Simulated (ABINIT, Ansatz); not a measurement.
**SiTe2 (P-3m1): from the cell to the phonon bands**

How does SiTe2 (P-3m1) vibrate, and is this structure a minimum?

Calculated with ABINIT 10.8.3; DFT LDA, scalar-relativistic, plane waves, HGH norm-conserving pseudopotentials.

### Step 1. The starting structure

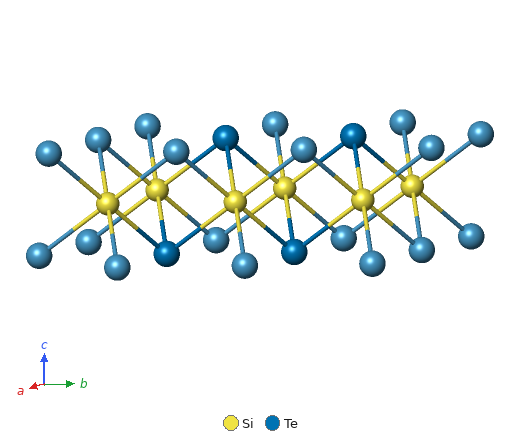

The starting structure, seen slightly off an axis (silicon yellow, tellurium blue). 1×2×1 cells are drawn. Some periodic images of atoms are drawn too.

The cell holds 3 atoms: 1 Si and 2 Te. Its edges and angles: a = 3.715 Å, b = 3.715 Å, c = 16.300 Å, α = 90.0°, β = 90.0°, γ = 120.0°. Vacuum lies along c.

As a file:

```
Si Te
1.0
     3.71525    0.00000    0.00000
    -1.85762    3.21750    0.00000
     0.00000    0.00000   16.30000
Si Te
1 2
Direct
  0.00000 0.00000 0.50000
  0.33333 0.66667 0.59866
  0.66667 0.33333 0.40134
```

### Step 2. Relaxation

The in-plane cell and the atoms are brought to rest; the spacing across the vacuum is kept.

The starting cell comes from a relaxation made beforehand in Ansatz (LDA, PseudoDojo NC).

Input file relax.abi:

```
# relaxation
ionmov 2
optcell 9
dilatmx 1.08
ntime 40
tolmxf 1.0d-05
tolvrs 1.0d-14
prtwf 0
prtden 0
chksymtnons 0

# basis, mesh and filling
ecut 26.0
ecutsm 3.0
ixc 7
ngkpt 9 9 1
nshiftk 1
shiftk 0.0 0.0 0.0
istwfk *1
occopt 7
tsmear 0.01
nband 14
nstep 100
diemac 1000000.0
prtebands 0
prtgsr 0
useylm 1

# cell and atoms
acell 7.020804005 7.020804005 30.80253583
rprim 
    1.0 0.0 0.0
    -0.5 0.8660254038 0.0
    0.0 0.0 1.0
ntypat 2
znucl 14 52
natom 3
typat 1 2 2
xred 
    0.0 0.0 0.5
    1/3 2/3 0.5986555608
    2/3 1/3 0.4013444392
pp_dirpath "./pseudo"
pseudos "Si.hgh, Te.hgh"
```

Started as:

```
> OMP_NUM_THREADS=1 mpirun -n 4 abinit relax.abi > relax.log
```

Numbers of over 12 decimals in the logs are rounded to 6 here.

relax.abo, the main output file:

```text
[banners, grids, parts of the stress and lines that vanish by symmetry left out]
- input  file    -> relax.abi
- output file    -> relax.abo
- root for input  files -> relaxi
[...]
Symmetries : space group P-3 m 1 (#164); Bravais hP (primitive hexag.)
[...]
mpw =       10504          nfft =      207360          nkpt =          12
[...]
== DATASET  1 ==================================================================
[...]
cutoff_energies: {ecut:  26.0, pawecutdg:  -1.0, }
[...]
Exchange-correlation functional for the present dataset will be:
  LDA: Perdew-Wang 92 LSD fit to Ceperley-Alder data - ixc=7
[...]
ETOT  1  -20.411876278792    -2.041E+01 1.668E-02 6.490E+02
 ETOT  2  -20.445332490608    -3.346E-02 4.443E-03 1.159E+02
 ETOT  3  -20.445194441807     1.380E-04 2.082E-04 1.450E+02
 ETOT  4  -20.445687436647    -4.930E-04 2.039E-04 9.660E+01
 ETOT  5  -20.445984364640    -2.969E-04 8.043E-05 5.117E+01
[...]
At SCF step   22       vres2   =  1.02E-16 < tolvrs=  1.00E-14 =>converged.
[...]
sigma(1 1)= -2.38692781E-06  sigma(3 2)=  0.00000000E+00
  sigma(2 2)= -2.38692783E-06  sigma(3 1)=  0.00000000E+00
  sigma(3 3)= -7.13288426E-07  sigma(2 1)=  0.00000000E+00
[...]
convergence: {deltae: -3.038E-12, res2:  1.025E-16, residm:  2.542E-07, diffor: null, }
etotal    :  -2.04461656E+01
[...]
ETOT  1  -20.446161669208    -2.045E+01 6.122E-07 3.504E-01
[...]
At SCF step   20       vres2   =  2.40E-15 < tolvrs=  1.00E-14 =>converged.
[...]
sigma(1 1)= -2.19639528E-06  sigma(3 2)=  0.00000000E+00
  sigma(2 2)= -2.19639531E-06  sigma(3 1)=  0.00000000E+00
  sigma(3 3)= -5.79584051E-07  sigma(2 1)=  0.00000000E+00
[...]
convergence: {deltae: -7.351E-12, res2:  2.397E-15, residm:  1.301E-09, diffor: null, }
etotal    :  -2.04461660E+01
[...]
ETOT  1  -20.445693850412    -2.045E+01 2.353E-05 3.789E+01
[...]
At SCF step   22       vres2   =  3.92E-15 < tolvrs=  1.00E-14 =>converged.
[...]
sigma(1 1)= -2.58690884E-07  sigma(3 2)=  0.00000000E+00
  sigma(2 2)= -2.58690910E-07  sigma(3 1)=  0.00000000E+00
  sigma(3 3)=  7.07773799E-07  sigma(2 1)=  0.00000000E+00
[...]
convergence: {deltae: -1.698E-12, res2:  3.916E-15, residm:  4.780E-10, diffor: null, }
etotal    :  -2.04461684E+01
[...]
ETOT  1  -20.446167777719    -2.045E+01 1.653E-07 5.167E-02
[...]
At SCF step   17       vres2   =  8.57E-15 < tolvrs=  1.00E-14 =>converged.
[...]
sigma(1 1)= -2.10845116E-07  sigma(3 2)=  0.00000000E+00
  sigma(2 2)= -2.10845141E-07  sigma(3 1)=  0.00000000E+00
  sigma(3 3)=  6.72621644E-07  sigma(2 1)=  0.00000000E+00
[...]
convergence: {deltae: -2.164E-12, res2:  8.567E-15, residm:  1.087E-11, diffor: null, }
etotal    :  -2.04461684E+01
[...]
ETOT  1  -20.446130982133    -2.045E+01 1.641E-06 2.907E+00
[...]
At SCF step   21       vres2   =  8.34E-15 < tolvrs=  1.00E-14 =>converged.
[...]
sigma(1 1)=  4.96093345E-08  sigma(3 2)=  0.00000000E+00
  sigma(2 2)=  4.96093092E-08  sigma(3 1)=  0.00000000E+00
  sigma(3 3)=  6.72919680E-08  sigma(2 1)=  0.00000000E+00
[...]
convergence: {deltae:  2.824E-12, res2:  8.343E-15, residm:  4.941E-11, diffor: null, }
etotal    :  -2.04461687E+01
[...]
ETOT  1  -20.446168651918    -2.045E+01 6.751E-09 7.260E-03
[...]
ETOT 15  -20.446168738261    -3.862E-12 8.077E-12 1.477E-14
 ETOT 16  -20.446168738258     2.714E-12 1.525E-12 6.955E-15
 At SCF step   16       vres2   =  6.96E-15 < tolvrs=  1.00E-14 =>converged.
[...]
sigma(1 1)=  1.03728774E-08  sigma(3 2)=  0.00000000E+00
  sigma(2 2)=  1.03728521E-08  sigma(3 1)=  0.00000000E+00
  sigma(3 3)=  5.89272415E-09  sigma(2 1)=  0.00000000E+00
[...]
convergence: {deltae:  2.714E-12, res2:  6.955E-15, residm:  1.525E-12, diffor: null, }
etotal    :  -2.04461687E+01
[...]
At Broyd/MD step   6, gradients are converged :
[...]
sigma(1 1)=  1.03728774E-08  sigma(3 2)=  0.00000000E+00
  sigma(2 2)=  1.03728521E-08  sigma(3 1)=  0.00000000E+00
  sigma(3 3)=  5.89272415E-09  sigma(2 1)=  0.00000000E+00
[...]
- sigma(1 1)=  3.05180588E-04  sigma(3 2)=  0.00000000E+00
- sigma(2 2)=  3.05179846E-04  sigma(3 1)=  0.00000000E+00
- sigma(3 3)=  1.73369930E-04  sigma(2 1)=  0.00000000E+00
[...]
fcart     -2.5541934587E-29 -1.4746642809E-29 -0.0000000000E+00
           strten      1.0372877367E-08  1.0372852141E-08  5.8927241509E-09
================================================================================

[key lines of the parts left out:]
pressure_GPa:  -2.6124E-04
Total energy (etotal) [Ha]= -2.04461687382581E+01
```

Elapsed: 2 min, on 4 MPI ranks of Arm Neoverse V2, shared host.

Relaxation path:

```csv
step,energy less that of the first step (eV),largest force (eV/Å),volume (Å³)
1,0.0000,0.0079,194.85
2,0.0000,0.0064,194.88
3,-0.0001,0.0079,195.16
4,-0.0001,0.0075,195.17
5,-0.0001,0.0008,195.25
6,-0.0001,0.0001,195.25
```

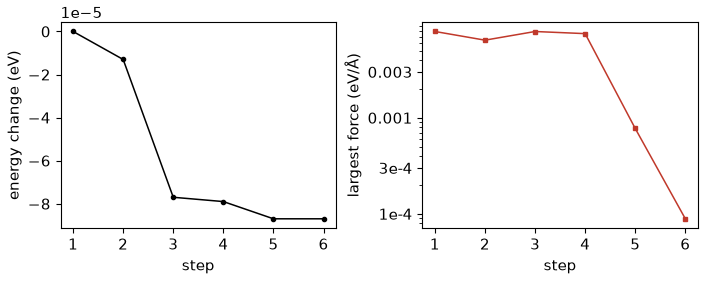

Energy and largest force along the relaxation.

```csv
cell as run,before,after,change
a (Å),3.715,3.719,+0.1 %
b (Å),3.715,3.719,+0.1 %
```

The relaxed structure:

```cif
data_structure
_symmetry_space_group_name_H-M 'P 1'
_symmetry_Int_Tables_number 1
_cell_length_a 3.7191
_cell_length_b 3.7191
_cell_length_c 16.3000
_cell_angle_alpha 90.000
_cell_angle_beta 90.000
_cell_angle_gamma 120.000
_cell_volume 195.25
loop_
_atom_site_label
_atom_site_type_symbol
_atom_site_fract_x
_atom_site_fract_y
_atom_site_fract_z
_atom_site_occupancy
Si1 Si 0.00000 0.00000 0.50000 1
Te2 Te 0.33333 0.66667 0.59865 1
Te3 Te 0.66667 0.33333 0.40135 1
```

Read from the output:

```yaml
gap_on_the_k_mesh: 0 eV
area_per_atom: 3.993 Å²
```

The volume changes by +0.2 % from the cell with which this run began.

### Step 3. Self-consistent run for the response

The response is built on these wavefunctions, so the potential is converged far more tightly than an energy would need. Occupations are smeared.

Input file gs.abi:

```
# ground state
tolvrs 1.0d-16
prtden 1
prtwf 1

# basis, mesh and filling
ecut 20.0
ixc 7
ngkpt 9 9 1
nshiftk 1
shiftk 0.0 0.0 0.0
istwfk *1
occopt 7
tsmear 0.01
nband 14
nstep 100
diemac 1000000.0
prtebands 0
prtgsr 0
useylm 1

# cell and atoms
acell 7.028037792 7.028037792 30.80253583
rprim 
    1.0 0.0 0.0
    -0.5 0.8660254038 0.0
    0.0 0.0 1.0
ntypat 2
znucl 14 52
natom 3
typat 1 2 2
xred 
    0.0 0.0 0.5
    1/3 2/3 0.5986474246
    2/3 1/3 0.4013525754
pp_dirpath "./pseudo"
pseudos "Si.hgh, Te.hgh"
```

Started as:

```
> OMP_NUM_THREADS=1 mpirun -n 4 abinit gs.abi > gs.log
```

gs.abo, the main output file:

```text
[banners, grids, parts of the stress and lines that vanish by symmetry left out]
- input  file    -> gs.abi
- output file    -> gs.abo
- root for input  files -> gsi
[...]
Symmetries : space group P-3 m 1 (#164); Bravais hP (primitive hexag.)
[...]
mpw =        5661          nfft =      115200          nkpt =          12
[...]
== DATASET  1 ==================================================================
[...]
cutoff_energies: {ecut:  20.0, pawecutdg:  -1.0, }
[...]
Exchange-correlation functional for the present dataset will be:
  LDA: Perdew-Wang 92 LSD fit to Ceperley-Alder data - ixc=7
[...]
ETOT  1  -20.410482645062    -2.041E+01 1.543E-02 3.360E+02
 ETOT  2  -20.444778476086    -3.430E-02 4.343E-04 6.641E+01
 ETOT  3  -20.444647354116     1.311E-04 4.740E-04 8.083E+01
 ETOT  4  -20.445148267422    -5.009E-04 1.705E-04 5.350E+01
 ETOT  5  -20.445428623059    -2.804E-04 1.294E-04 2.976E+01
[...]
ETOT 22  -20.445625143506     1.030E-13 2.131E-07 2.853E-16
 ETOT 23  -20.445625143508    -2.093E-12 2.027E-07 2.659E-18
 At SCF step   23       vres2   =  2.66E-18 < tolvrs=  1.00E-16 =>converged.
[...]
sigma(1 1)=  2.15166799E-06  sigma(3 2)=  0.00000000E+00
  sigma(2 2)=  2.15166796E-06  sigma(3 1)=  0.00000000E+00
  sigma(3 3)=  2.16450099E-06  sigma(2 1)=  0.00000000E+00
[...]
convergence: {deltae: -2.093E-12, res2:  2.659E-18, residm:  2.027E-07, diffor: null, }
etotal    :  -2.04456251E+01
[...]
sigma(1 1)=  2.15166799E-06  sigma(3 2)=  0.00000000E+00
  sigma(2 2)=  2.15166796E-06  sigma(3 1)=  0.00000000E+00
  sigma(3 3)=  2.16450099E-06  sigma(2 1)=  0.00000000E+00
[...]
- sigma(1 1)=  6.33042577E-02  sigma(3 2)=  0.00000000E+00
- sigma(2 2)=  6.33042570E-02  sigma(3 1)=  0.00000000E+00
- sigma(3 3)=  6.36818176E-02  sigma(2 1)=  0.00000000E+00
[...]
fcart      5.1083869170E-29  2.9493285616E-29 -0.0000000000E+00
           strten      2.1516679856E-06  2.1516679603E-06  2.1645009869E-06
================================================================================

[key lines of the parts left out:]
pressure_GPa:  -6.3430E-02
```

The job ended after 15 s (4 MPI ranks).

(Part 1 of 4 ends here.)

[Host names and launcher messages were left out of these logs when they were recorded.]

[Logs are printed without paths, hosts, clocks, repeated set-up lines and the standing remarks that a program may print on its own settings, such as how far it seeks lower states.]

[Hosts, paths, dates, database ids (printed as entryN), source tags and the programs' standing remarks are cut or masked in the printed files.]
